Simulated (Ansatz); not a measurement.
# InNH2Cl (SMILES [NH2][In][Cl]) at 6 levels

Aim: a comparison of 6 runs (UHF/3-21G, UB3LYP/def2-SVP, UBLYP/def2-SVP, UCAM-B3LYP/def2-SVP, UPBE/def2-SVP, UMP2/def2-SVP) of InNH2Cl. 

The results are computed with Ansatz 0.2.0.

53 further runs of the same task are left out: 53 set aside as unsound or not needed.

### Step 1. Starting point

InNH2Cl has 5 atoms, charge 0, and is taken as a doublet. SMILES: `[NH2][In][Cl]`. The In2–Cl3 distance was set to 3.553 Å, away from the relaxed value. At this shape a bond of the SMILES string is far longer than usual.

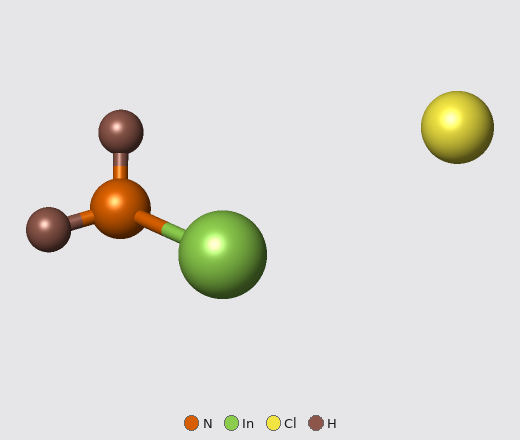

The structure, seen from a chosen angle (nitrogen orange, indium green, chlorine yellow, hydrogen brown).

### Step 2. The energy at UHF/3-21G (run 1)

Input file run.yaml:

```yaml
crystal:
  periodic: [false, false, false]
  atoms:
    - {symbol: "N", position_ang: [-1.044142, 1.305446, -1.079895]}
    - {symbol: In, position_ang: [-1.313142, -0.720954, -0.739295]}
    - {symbol: Cl, position_ang: [1.391500, -2.211500, 1.018700]}
    - {symbol: H, position_ang: [-1.901242, 1.780646, -1.342695]}
    - {symbol: H, position_ang: [-0.689242, 1.760046, -0.242195]}
basis:
  gaussian:
    orbitals: 3-21G-spherical.json
output: {orbitals: {seedname: orbitals}}
accuracy: high
magnetization:
  spin_polarized: true
  initial_magnetization: 1
hamiltonian:
  xc: hf
total_charge: 0
```

The basis set 3-21G is read from a file made from the Basis Set Exchange's data (not shown).

On the command line:

```bash
$ ansatz run run.yaml --threads 1 --pin off --max-ram 3480MiB --events-out events.jsonl --progress --plain --runs-dir runs
```

The program printed:

```text
Warning: RAYON_NUM_THREADS=1 ignored (pool sized by the plan → 1); use --threads N
Functional definition: HF
  name "HF"
  exchange = exact_x
  correlation = 0
1152 factors; integrals over basis functions are off by at most 1.8e-8 eV
mean field evaluation 1: about -169451.2166 eV, gradient 2.1e1 eV
mean field evaluation 2: about -169451.3264 eV, gradient 2.2e1 eV
mean field evaluation 4: about -169454.1706 eV, gradient 2.1e0 eV
mean field evaluation 8: about -169454.2671 eV, gradient 4.8e-1 eV
mean field evaluation 16: about -169454.3248 eV, gradient 4.5e-2 eV
mean field evaluation 32: about -169453.9730 eV, gradient 2.7e0 eV
mean field evaluation 64: about -169454.2851 eV, gradient 1.5e-1 eV
mean field evaluation 96: about -169454.3089 eV, gradient 2.3e-1 eV
mean field evaluation 128: about -169453.8657 eV, gradient 6.2e-1 eV
mean field evaluation 160: about -169453.9546 eV, gradient 2.7e0 eV
mean field evaluation 192: about -169452.7491 eV, gradient 2.3e0 eV
mean field evaluation 224: about -169454.0706 eV, gradient 1.1e0 eV
mean field evaluation 256: about -169454.1085 eV, gradient 4.6e-1 eV
mean field evaluation 288: about -169454.2148 eV, gradient 1.0e0 eV
mean field -169454.32505406 eV, -6227.3315854697 hartree, gradient 4.8e-8 eV, S^2 0.884356; 5 other end points of the search recorded, 0 dependent functions left out
reference -169454.32505406 eV, -6227.3315854697 hartree; 38, 37 occupied and 19, 20 virtual orbitals, 1152 factors
Total energy: -169454.32505406 eV, -6227.3315854697 hartree
```

It took 9.6 s on 1 thread of Arm Neoverse V1, shared host; peak memory 0.26 GiB.

### Step 3. The energy at UB3LYP/def2-SVP (core potential) (run 2)

Input file job.yaml:

```yaml
crystal:
  periodic: [false, false, false]
  atoms:
    - {symbol: N, position_ang: [-1.044142, 1.305446, -1.079895]}
    - {symbol: In, position_ang: [-1.313142, -0.720954, -0.739295]}
    - {symbol: Cl, position_ang: [1.391500, -2.211500, 1.018700]}
    - {symbol: H, position_ang: [-1.901242, 1.780646, -1.342695]}
    - {symbol: H, position_ang: [-0.689242, 1.760046, -0.242195]}
basis:
  gaussian: {orbitals: def2-SVP}
magnetization: {spin_polarized: true, initial_magnetization: 1}
accuracy: high
output: {orbitals: {seedname: orbitals}}
hamiltonian: {xc: {name: B3LYP}}
```

On the command line:

```bash
$ ansatz run job.yaml --threads 1 --pin off --max-ram 3480MiB --events-out events.jsonl --progress --plain --runs-dir runs
```

The program printed:

```text
Warning: RAYON_NUM_THREADS=1 ignored (pool sized by the plan → 1); use --threads N
Functional definition: B3LYP
  name "B3LYP"
  parameter a0 = 0.2
  parameter ax = 0.72
  parameter ac = 0.81
  exchange = (1 - a0 - ax)*slater_x + ax*b88_x + a0*exact_x
  correlation = (1 - ac)*vwn_rpa_c + ac*lyp_c
1503 factors; integrals over basis functions are off by at most 6.5e-9 eV
mean field evaluation 1: about -19205.0491 eV, gradient 4.4e1 eV
mean field evaluation 2: about -19119.4474 eV, gradient 1.1e2 eV
mean field evaluation 4: about -19206.7741 eV, gradient 3.2e1 eV
mean field evaluation 8: about -19215.4080 eV, gradient 7.7e-1 eV
mean field evaluation 16: about -19215.4939 eV, gradient 2.7e-1 eV
mean field evaluation 32: about -19215.4984 eV, gradient 3.0e-3 eV
mean field evaluation 64: about -19215.1462 eV, gradient 3.0e0 eV
mean field -19215.49840012 eV, -706.1565414718 hartree, gradient 4.7e-8 eV, S^2 0.763704; 5 other end points of the search recorded, 0 dependent functions left out
reference -19215.49843635 eV, -706.1565428032 hartree; 24, 23 occupied and 44, 45 virtual orbitals, 1503 factors
Total energy: -19215.49843635 eV, -706.1565428032 hartree
```

It took 18 s on 1 thread of Arm Neoverse V1, shared host; peak memory 0.3 GiB.

Runs 3 to 5 aren't shown in full; the table further down has their settings and results.

### Step 4. A single-point energy at UMP2/def2-SVP (core potential) (run 6)

Input file molecule.yaml:

```yaml
crystal:
  periodic: [false, false, false]
  atoms:
    - {symbol: "N", position_ang: [-1.044142, 1.305446, -1.079895]}
    - {symbol: In, position_ang: [-1.313142, -0.720954, -0.739295]}
    - {symbol: Cl, position_ang: [1.391500, -2.211500, 1.018700]}
    - {symbol: H, position_ang: [-1.901242, 1.780646, -1.342695]}
    - {symbol: H, position_ang: [-0.689242, 1.760046, -0.242195]}
basis:
  gaussian:
    orbitals: def2-SVP
magnetization:
  spin_polarized: true
  initial_magnetization: 1
correlation:
  method: mp2
  frozen_orbitals: {Cl: 5, H: 0, In: 4, "N": 1}
accuracy: high
```

On the command line:

```bash
$ ansatz run molecule.yaml --threads 1 --pin off --max-ram 3480MiB --events-out events.jsonl --progress --plain --runs-dir runs
```

The program printed, cut to the lines that bear on the results:

```text
Warning: RAYON_NUM_THREADS=1 ignored (pool sized by the plan → 1); use --threads N
[... 2 set-up lines as earlier in the session ...]
[...]
1503 factors; integrals over basis functions are off by at most 6.5e-9 eV
[...]
mean field -19159.72863614 eV, -704.1070404476 hartree, gradient 1.4e-8 eV, S^2 0.866230; 12 other end points of the search recorded, 0 dependent functions left out
10 core orbitals not correlated: weight in the atoms' cores, before any rotation towards them, 1.000 or more for the frozen orbitals, at most 0.000 for the correlated occupied ones
reference -19159.72863614 eV, -704.1070404476 hartree; 14, 13 occupied and 44, 45 virtual orbitals, 1503 factors
second order -9.76938129 eV of doubles, -0.00000000 eV of singles
Total energy: -19169.49801742 eV, -704.4660585879 hartree
```

Wall time 15 s (1 thread of Arm Neoverse V1, shared host); peak memory 0.21 GiB.

### Step 5. All runs side by side

| run | level | core potential | frozen core orbitals | energy (Eh) | HOMO energy (eV) | LUMO energy (eV) | ⟨S²⟩ | wall time |
| --- | --- | --- | --- | --- | --- | --- | --- | --- |
| 1 | UHF/3-21G | none | – | -6227.331585 | -7.92 | -1.63 | 0.884 | 9.6 s |
| 2 | UB3LYP/def2-SVP (core potential) | def2-SVP | – | -706.156543 | -6.50 | -4.93 | 0.764 | 18 s |
| 3 | UBLYP/def2-SVP (core potential) | def2-SVP | – | -706.018142 | -5.35 | -5.19 | 0.754 | 13 s |
| 4 | UCAM-B3LYP/def2-SVP (core potential) | def2-SVP | – | -706.025319 | -7.63 | -3.95 | 0.780 | 25 s |
| 5 | UPBE/def2-SVP (core potential) | def2-SVP | – | -705.822923 | -5.51 | -5.34 | 0.754 | 14 s |
| 6 | UMP2/def2-SVP (core potential) | def2-SVP | 10 | -704.466059 | – | – | 0.866 | 15 s |

### Step 6. What came out

```
                                           quantity          value
                                run 6: total energy  -704.46606 Eh
run 6: correlation energy (10 core orbitals frozen)     -359.0 mEh
           run 6: ⟨S²⟩ of the reference determinant          0.866
```

**Reading.** Totals of different functionals can't be ranked against each other. Some runs of one species differ in core potentials or relativity; totals across that change don't compare. In run 1 relativity is left out where basis or elements ask for it. Spin contamination of the reference: run 1 ⟨S²⟩ = 0.88, run 6 ⟨S²⟩ = 0.87. All runs together took 94 s, the longest 25 s.
